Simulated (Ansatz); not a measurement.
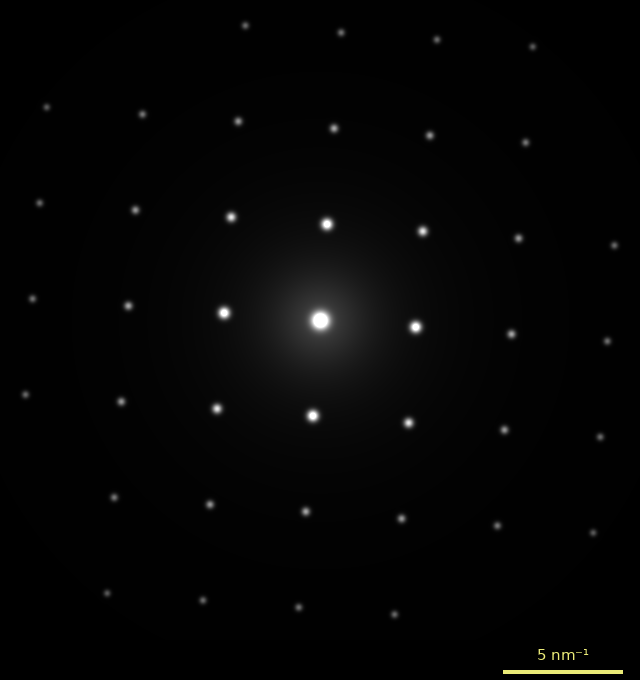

Kinematic zone-axis pattern, calculated for 300 keV electrons with B = 0.5 Å².

> Read the repeat vectors of the pattern off the scale bar.

The spots form a square net with both shortest vectors at d = 2.47 Å, 90.0° apart.

> What is the point symmetry of the pattern, intensities included?

4mm. A fourfold pattern needs a tetragonal or cubic crystal seen along a 4 or -4 axis.

> Which crystal and zone produced it?

This cannot be fixed from one zone alone; the pattern is [001] of Li, space group Im-3m (No. 229), a = 3.49 Å. The net vectors are 1 -1 0 and 1 1 0. Structure: the input geometry of an electronic-structure calculation (not necessarily at equilibrium).
